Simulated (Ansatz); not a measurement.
**C2H3PSn: density, localisation and related maps**

Input

```
crystal:
  periodic: [false, false, false]
  atoms:
    - {symbol: C, position_ang: [1.447819, -0.091589, 0.246780]}
    - {symbol: C, position_ang: [1.186896, 0.492773, 1.588328]}
    - {symbol: P, position_ang: [2.016989, 1.571283, 2.622752]}
    - {symbol: Sn, position_ang: [-0.242952, 0.533515, 3.232257]}
    - {symbol: H, position_ang: [1.448394, -1.201809, 0.305494]}
    - {symbol: H, position_ang: [0.620253, 0.163922, -0.450265]}
    - {symbol: H, position_ang: [2.408002, 0.241435, -0.203739]}
basis:
  gaussian: {orbitals: def2-TZVPD}
hamiltonian: {xc: pbe0}
output: {forces: true, orbitals: {seedname: orbitals}}
```

Launched as:

```sh
ansatz run input.yaml --threads 1 --pin off --max-ram 2610MiB --events-out events.jsonl --progress --plain --runs-dir runs
```

Geometry: PBE-D3(BJ)/def2-SVP; core potentials replace the inner electrons of Sn.

The calculation used Ansatz, isolated molecule in a Gaussian basis; Kohn-Sham density functional theory, functional PBE0.

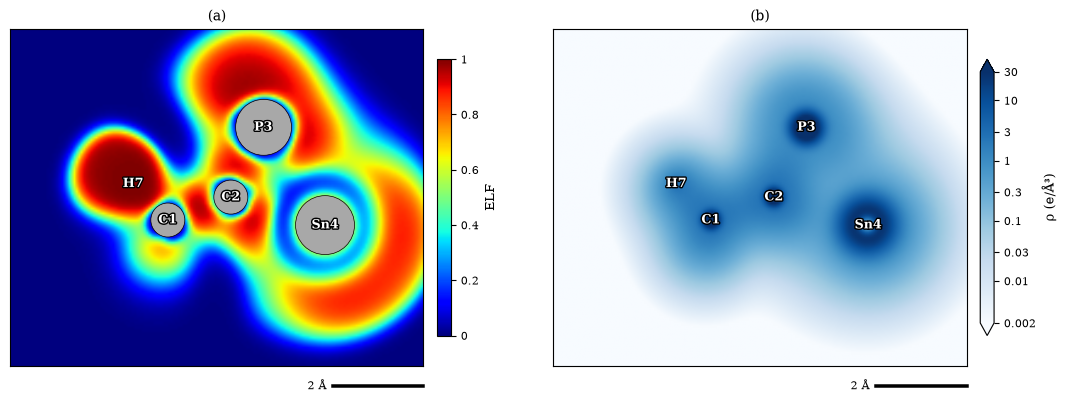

Figure 1. (a) ELF; (b) electron density on the plane of atoms C1, C2 and Sn4. Grey discs cover the atomic cores in the ELF map.

Describe what can be read from this map.

Answer.
- The section cuts through C, P, Sn and H sites.
- C–C (1.49 Å): ρ is about 1.8 e/Å³ halfway; the ELF peaks at about 0.95 between the atoms: a shared electron pair.
- C–P (1.71 Å): the density is about 1.3 e/Å³ at the midpoint; the ELF peaks at about 0.90 between the atoms, as expected for localised, covalent bonding.
- C–Sn (2.18 Å): ρ at the midpoint is about 0.61 e/Å³; the ELF peaks at about 0.85 in the valence shell of C, 0.7 Å from its nucleus, and drops to about 0.15 between the two atoms.
- Sn–P (2.56 Å): the density is about 0.43 e/Å³ at the midpoint; the ELF peaks at about 0.60 in the valence shell of P, 1.0 Å from its nucleus, and drops to about 0.15 between the two atoms.
- C–H (1.11 Å): ρ is about 1.9 e/Å³ halfway; the ELF climbs to about 1 towards the hydrogen, as it does in any bond to H (a covalent bond by its length).
- The ELF also peaks beside P3, away from the bonds: lone-pair regions.

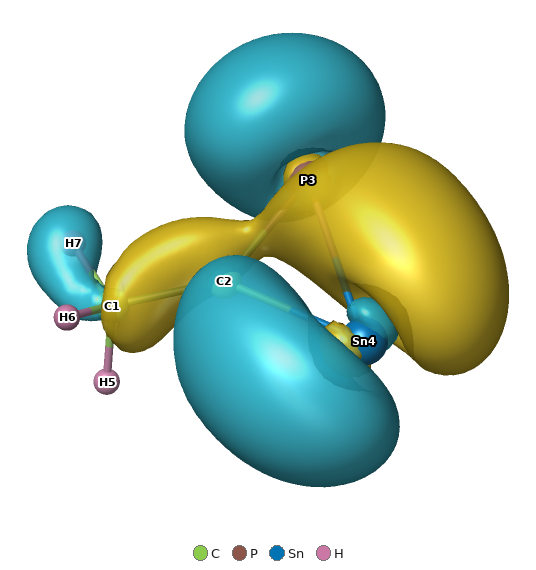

Figure 2. One frontier orbital at ±0.08 Å⁻³ᐟ² (yellow and cyan are the two phases), seen at a tilt.

Which orbital is it: HOMO or LUMO?

Answer. The HOMO, at −5.68 eV. By Hirshfeld shares it lies mainly on P3 (about 40 %), Sn4 (about 40 %) and C2 (about 15 %).
